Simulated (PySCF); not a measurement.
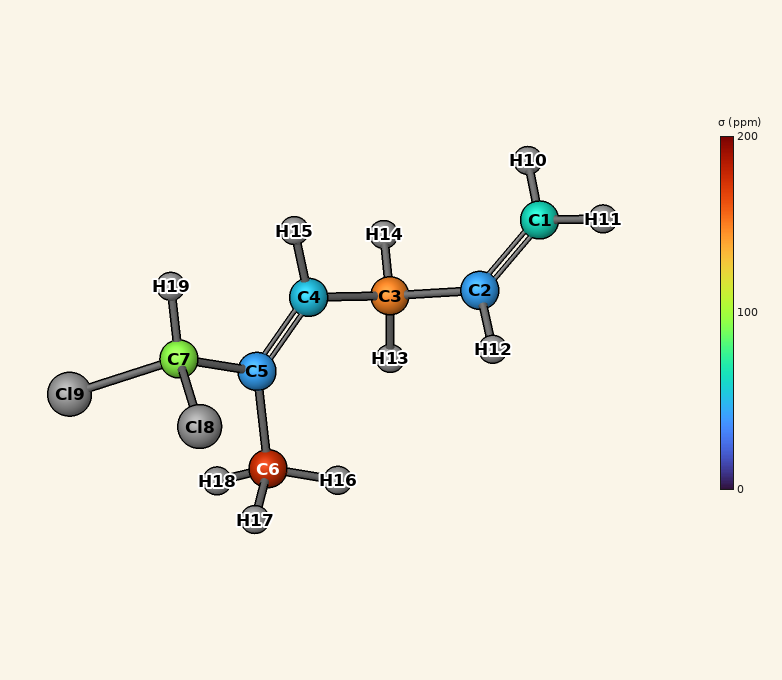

Atoms are coloured by their isotropic NMR shieldings (C only, the others grey). The geometry was computed by an optimisation with GFN2-xTB. No frequency run is at hand to confirm it as a minimum. Properties computed with GIAO PBE0/pcSseg-1 NMR shielding, non-relativistic, gas phase (PySCF 2.14.0).

List the isotropic NMR shieldings of the C atoms.

```json
{"atom": "C1", "σ (ppm)": "63.8"}
{"atom": "C2", "σ (ppm)": "43.3"}
{"atom": "C3", "σ (ppm)": "147.8"}
{"atom": "C4", "σ (ppm)": "52.7"}
{"atom": "C5", "σ (ppm)": "43.0"}
{"atom": "C6", "σ (ppm)": "174.7"}
{"atom": "C7", "σ (ppm)": "94.6"}
```
